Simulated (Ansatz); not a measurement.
## Electronic structure of H6N2OSi in real space

The calculation's input:

```
crystal:
  periodic: [false, false, false]
  atoms:
    - { symbol: Si, position_ang: [0.062145, -0.119215, 0.213925] }
    - { symbol: H, position_ang: [0.100634, -0.357948, 1.656625] }
    - { symbol: "N", position_ang: [1.832881, -0.198855, 0.152167] }
    - { symbol: H, position_ang: [2.268569, 0.075074, 1.031638] }
    - { symbol: H, position_ang: [2.367945, 0.162978, -0.640047] }
    - { symbol: O, position_ang: [-0.501939, 1.348373, -0.385878] }
    - { symbol: H, position_ang: [-1.467957, 1.304947, -0.551358] }
    - { symbol: "N", position_ang: [-0.903358, -1.344191, -0.569747] }
    - { symbol: H, position_ang: [-0.804987, -2.287161, -0.185873] }
    - { symbol: H, position_ang: [-0.888432, -1.393903, -1.590851] }
basis:
  gaussian: { orbitals: "6-31G*" }
hamiltonian:
  xc: revpbe
  dispersion: d4
relax:
  f_tol: 0.03
  max_steps: 50
output:
  orbitals: {}
```

Launched as:

```sh
ansatz run input.yaml --threads 1 --pin off --max-ram 2048MiB --backend cpu --events-out ev --progress --plain --runs-dir out
```

The fields are those of the run's last geometry, not of the input's.

Method: Ansatz 0.2.0, RKS revPBE-D4/6-31G*.

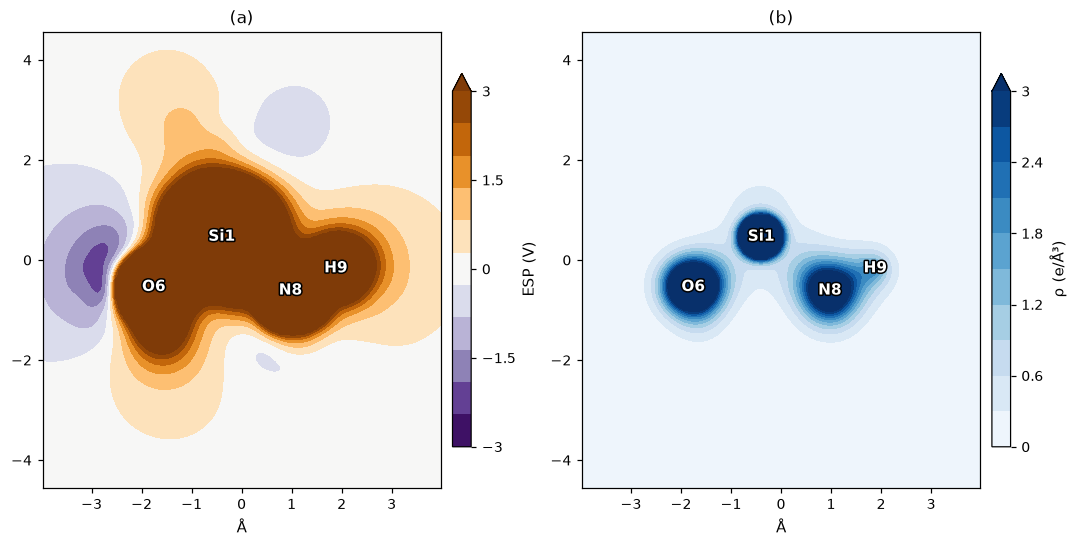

Figure 1. (a) electrostatic potential; (b) electron density on the plane of atoms O6, Si1 and N8.

What do the fields say about this system?

The section cuts through Si, O, N and H sites.
Si–O (1.69 Å): ρ is about 1.1 e/Å³ halfway.
Si–N (1.75 Å): ρ at the midpoint is about 1.1 e/Å³.
N–H (1.02 Å): ρ at the midpoint is about 2.7 e/Å³.
Outside the dense part of the molecule the potential is most negative (−2.2 V) near O6.

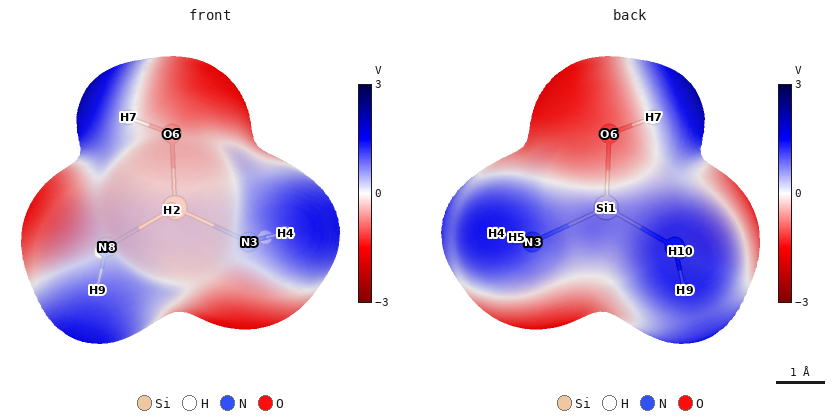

Figure 2. The molecular electrostatic potential painted on the density surface at 0.002 e/bohr³, seen from the front and from behind; red is negative and blue positive.

Which sites attract a positive test charge, and which a negative one?

A positive charge is drawn to the negative regions and a negative charge to the positive ones. The most negative region (about −1.7 V) lies over N3 and O6, the most positive (about +2.1 V) over H7.

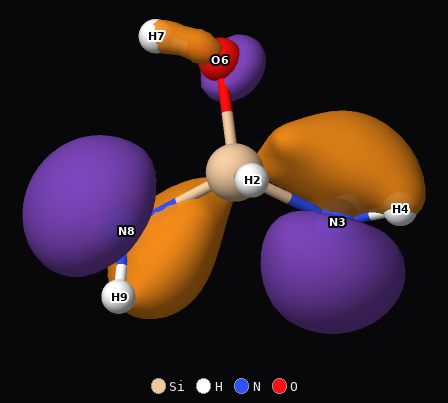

Figure 3. The HOMO at ±0.1 Å⁻³ᐟ² (orange and purple are the two phases), seen across its widest extent.

What is the character of this orbital?

Its weight (Hirshfeld) is mainly on N3 (about 40 %) and N8 (about 35 %); largely a combination of lone pairs on N3 and N8. Its energy is −5.46 eV.
